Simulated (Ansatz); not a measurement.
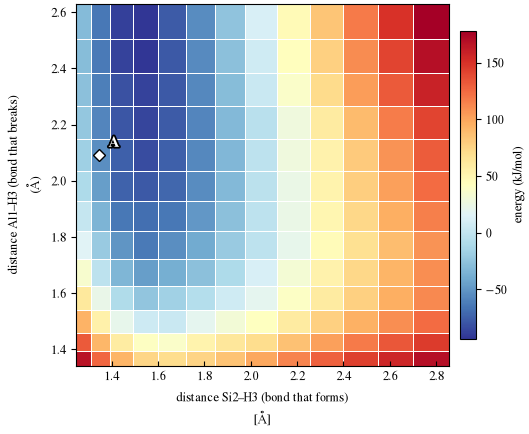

The reacting system AlClH4Si (fragments AlClH + H₃Si where the first distance is long, AlCl + H₄Si where the second is long). First axis: distance Si2–H3 (bond that forms). Second axis: distance Al1–H3 (bond that breaks). Relaxed at each point: all other coordinates. The grid has 13 × 13 points. Points are written as (first, second). Energies: kJ/mol, counted from a guessed transition structure relaxed with its forming and breaking bonds held. Energies and slopes of some neighbouring points disagree (a jump in structure or state, or too coarse a mesh). The reference is spin-restricted, so regions where a bond is pulled apart into radicals lie too high. The calculation used Ansatz 0.2.0, RKS PBE-D4/def2-SVP.

Drawn: one coloured cell a grid point, the point A.

**Which way does the force act at A, and how strong is it?**

A, at (1.345 Å, 2.091 Å), is not a stationary point. The computed force is 420 kJ/mol for each Å towards larger values of the first coordinate and 51 kJ/mol for each Å towards larger values of the second coordinate.
